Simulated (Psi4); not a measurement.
**S2F2 (Difluorodisulfane) at revPBE/6-311+G(d,p)**

Aim: the vertical ionisation energy of S2F2 (Difluorodisulfane) at revPBE/6-311+G**, from 2 runs. The job is set up through a Python script.

The results are computed with Psi4 1.11.

## 1. The system as given

S2F2: 4 atoms, total charge 0, spin state singlet. As SMILES, `FSSF`. The shape is that of a PBE0-D4/def2-TZVP optimisation.

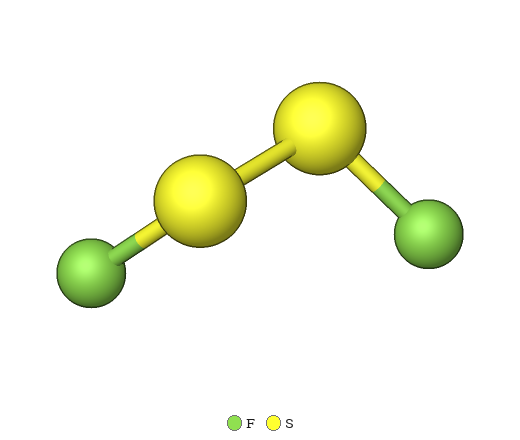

Viewed from a chosen angle; fluorine green, sulfur yellow.

## 2. Energy and gradient at revPBE/6-311+G(d,p)

f2s2.xyz

```xyz
4
F2S2
F     -1.783750    -0.199930    -0.621590
S     -0.467670     0.764150    -0.632370
S      1.044990    -0.276390    -0.184720
F      1.206410    -0.287820     1.438680
```

f2s2.py

```python
import psi4

psi4.set_memory('2200 MB')
psi4.set_num_threads(1)
psi4.core.set_output_file('psi4.out', False)

with open('f2s2.xyz') as f:
    atoms = ''.join(f.readlines()[2:])
mol = psi4.geometry('0 1\n' + atoms + 'symmetry c1\nno_reorient\nno_com')

options = {'basis': '6-311+G**', 'reference': 'rks', 'puream': True, 'e_convergence': 1e-09, 'd_convergence': 1e-08, 'scf_type': 'pk', 'dft_radial_points': 99, 'dft_spherical_points': 590}
psi4.set_options(options)

E, wfn = psi4.gradient('revpbe', return_wfn=True)
psi4.oeprop(wfn, 'QUADRUPOLE', 'LOWDIN_CHARGES', 'MAYER_INDICES')
print('gradient / Eh bohr^-1')
print(E.np.round(6))
print(f'energy = {wfn.energy():.10f} Eh')
for k, v in sorted(psi4.core.scalar_variables().items()):
    print(f'{k:45s} {v:18.10f}')
```

Run with:

```bash
$ python f2s2.py
```

psi4.out, shortened:

```text
[...]
  Running in c1 symmetry.
[...]
  Nuclear repulsion =  230.128319113788450
[...]
  Multiplicity = 1
[...]
  Nalpha       = 25
  Nbeta        = 25
[...]
    Number of basis functions: 104
[...]
   @RKS iter   1:  -995.80968949422925    8.58635e-02   6.23703e-03 ADIIS/DIIS
[...]
   @RKS iter  12:  -995.89663161410340   -4.54747e-13   7.79231e-09 DIIS
[...]
    Orbital Energies [Eh]
    ---------------------
    Doubly Occupied:
       1A    -88.170907     2A    -88.170906     3A    -24.293278
       4A    -24.293276     5A     -7.788741     6A     -7.788612
       7A     -5.808723     8A     -5.808491     9A     -5.801381
      10A     -5.800807    11A     -5.793280    12A     -5.793279
      13A     -1.137590    14A     -1.132920    15A     -0.803168
      16A     -0.623260    17A     -0.509881    18A     -0.452838
      19A     -0.442070    20A     -0.409767    21A     -0.408310
      22A     -0.388407    23A     -0.323652    24A     -0.274897
      25A     -0.268567
[...]
  @RKS Final Energy:  -995.89663161410340
   => Energetics <=
    Nuclear Repulsion Energy =            230.1283191137884501
    One-Electron Energy =               -1835.6124567866875168
    Two-Electron Energy =                 681.7156025952540404
    DFT Exchange-Correlation Energy =     -72.1280965364583722
    Empirical Dispersion Energy =           0.0000000000000000
    VV10 Nonlocal Energy =                  0.0000000000000000
    Total Energy =                       -995.8966316141033985
[...]
  -Total Gradient:
     Atom            X                  Y                   Z
    ------   -----------------  -----------------  -----------------
       1        0.034930191106     0.023090206987     0.000292232340
       2       -0.012356873112    -0.036294922324     0.007753520785
       3       -0.016696364191     0.011748844924     0.033368669102
       4       -0.005860567912     0.001469707425    -0.041437605404
[...]
 Multipole Moments:
 ------------------------------------------------------------------------------------
     Multipole            Electronic (a.u.)      Nuclear  (a.u.)        Total (a.u.)
 ------------------------------------------------------------------------------------
 L = 1.  Multiply by 2.5417464519 to convert [e a0] to [Debye]
 Dipole X            :         -7.3109493            7.6364967            0.3255474
 Dipole Y            :         -6.1772730            6.4522998            0.2750268
 Dipole Z            :         10.3478128          -10.8085342           -0.4607214
 Magnitude           :                                                    0.6276026
 L = 2.  Multiply by 1.3450342976 to convert [e a0^2] to [Debye ang]
 Quadrupole XX       :       -251.6180015          223.9279469          -27.6900546
 Quadrupole XY       :         35.7070767          -36.6196670           -0.9125903
[...]
```

The script printed:

```text
gradient / Eh bohr^-1
[[ 0.03493   0.02309   0.000292]
 [-0.012357 -0.036295  0.007754]
 [-0.016696  0.011749  0.033369]
 [-0.005861  0.00147  -0.041438]]
energy = -995.8966316141 Eh
CURRENT ENERGY                                   -995.8966316141
CURRENT REFERENCE ENERGY                         -995.8966316141
DD SOLVATION ENERGY                                 0.0000000000
DFT FUNCTIONAL TOTAL ENERGY                      -995.8966316141
DFT TOTAL ENERGY                                 -995.8966316141
DFT VV10 ENERGY                                     0.0000000000
DFT XC ENERGY                                     -72.1280965365
GRID ELECTRONS ALPHA                               25.0000001015
GRID ELECTRONS BETA                                25.0000001015
GRID ELECTRONS TOTAL                               50.0000002030
NUCLEAR REPULSION ENERGY                          230.1283191138
ONE-ELECTRON ENERGY                             -1835.6124567867
PCM POLARIZATION ENERGY                             0.0000000000
PE ENERGY                                           0.0000000000
SCF ITERATION ENERGY                             -995.8966316141
SCF ITERATIONS                                     12.0000000000
SCF TOTAL ENERGY                                 -995.8966316141
TWO-ELECTRON ENERGY                               681.7156025953
XC GRID RADIAL POINTS                              99.0000000000
XC GRID SPHERICAL POINTS                          590.0000000000
XC GRID TOTAL POINTS                           227371.0000000000
```

Run time: 20 s. Hardware: 1 thread of AMD EPYC 7R43 (Zen 3), shared host; peak memory 0.9 GiB.

## 3. The doublet cation: a single-point energy at U-revPBE/6-311+G(d,p)

f2s2.xyz is that of step 2.

job.py

```python
import psi4

psi4.set_memory(2200000000)
psi4.set_num_threads(1)
psi4.core.set_output_file('psi4.out', False)

with open('f2s2.xyz') as f:
    atoms = ''.join(f.readlines()[2:])
geom = psi4.geometry('1 2\n' + atoms + 'symmetry c1')

psi4.set_options({
    'basis': '6-311+G**',
    'reference': 'uks',
    'puream': True,
    'e_convergence': 1e-09,
    'd_convergence': 1e-08,
    'scf_type': 'pk',
    'dft_radial_points': 99,
    'dft_spherical_points': 590,
    'maxiter': 100,
})

E = psi4.energy("revpbe")
print(f'revpbe energy: {E:.10f} Eh')
```

Run with:

```bash
$ python job.py
```

psi4.out, shortened:

```text
[...]
  Running in c1 symmetry.
[...]
  Nuclear repulsion =  230.128319113788450
[...]
  Multiplicity = 2
[...]
  Nalpha       = 25
  Nbeta        = 24
[...]
    Number of basis functions: 104
[...]
   @UKS iter   1:  -995.43734373135635    4.58209e-01   5.43510e-03 DIIS/ADIIS
[...]
   @UKS iter  16:  -995.50250035506269   -3.41061e-13   5.75078e-09 DIIS
[...]
   @S^2 Observed:                7.552311036E-01
[...]
    Orbital Energies [Eh]
    ---------------------
    Alpha Occupied:
       1A    -88.464630     2A    -88.464629     3A    -24.569505
       4A    -24.569504     5A     -8.080137     6A     -8.080009
       7A     -6.099099     8A     -6.098769     9A     -6.091745
      10A     -6.091330    11A     -6.088557    12A     -6.088497
      13A     -1.404920    14A     -1.399578    15A     -1.088689
      16A     -0.894848    17A     -0.777128    18A     -0.719391
      19A     -0.704623    20A     -0.676395    21A     -0.670189
      22A     -0.646183    23A     -0.585410    24A     -0.552070
      25A     -0.544057
    Alpha Virtual:
[...]
  @UKS Final Energy:  -995.50250035506269
   => Energetics <=
    Nuclear Repulsion Energy =            230.1283191137884501
    One-Electron Energy =               -1821.8571796567107413
    Two-Electron Energy =                 667.9902551638824661
    DFT Exchange-Correlation Energy =     -71.7638949760227831
    Empirical Dispersion Energy =           0.0000000000000000
    VV10 Nonlocal Energy =                  0.0000000000000000
    Total Energy =                       -995.5025003550626934
[...]
 Multipole Moments:
 ------------------------------------------------------------------------------------
     Multipole            Electronic (a.u.)      Nuclear  (a.u.)        Total (a.u.)
 ------------------------------------------------------------------------------------
 L = 1.  Multiply by 2.5417464519 to convert [e a0] to [Debye]
 Dipole X            :         -0.2790773            0.6946095            0.4155322
 Dipole Y            :         -0.2357819            0.5868381            0.3510562
 Dipole Z            :          0.3949866           -0.9830746           -0.5880879
 Magnitude           :                                                    0.8010961
[...]
```

Standard output:

```text
revpbe energy: -995.5025003551 Eh
```

Wall time 25 s (1 thread of AMD EPYC 7R43 (Zen 3), shared host); peak memory 0.9 GiB.

## 4. Outcome

Level: revPBE/6-311+G**.

| quantity | value |
| --- | --- |
| singlet S2F2: total energy | -995.89663 Eh |
| singlet S2F2: dipole moment | 1.60 D |
| singlet S2F2: HOMO energy | -7.31 eV |
| singlet S2F2: LUMO energy | -2.80 eV |
| singlet S2F2: HOMO–LUMO gap | 4.50 eV |
| singlet S2F2: largest force on an atom | 2.153 eV/Å |
| doublet cation: total energy | -995.50250 Eh |
| doublet cation: HOMO energy (highest over α and β) | -14.43 eV |
| doublet cation: LUMO energy (lowest over α and β) | -14.17 eV |
| doublet cation: ⟨S²⟩ | 0.755 |
| vertical ionisation energy (to the doublet cation) | 10.725 eV |

Removing an electron at fixed nuclei costs 10.72 eV (1035 kJ/mol). The largest force (singlet S2F2) is 2.15 eV/Å: the shape isn't a stationary point for this species at this level. −ε(HOMO) before ionisation, 7.31 eV, is 3.42 eV below this ionisation energy.
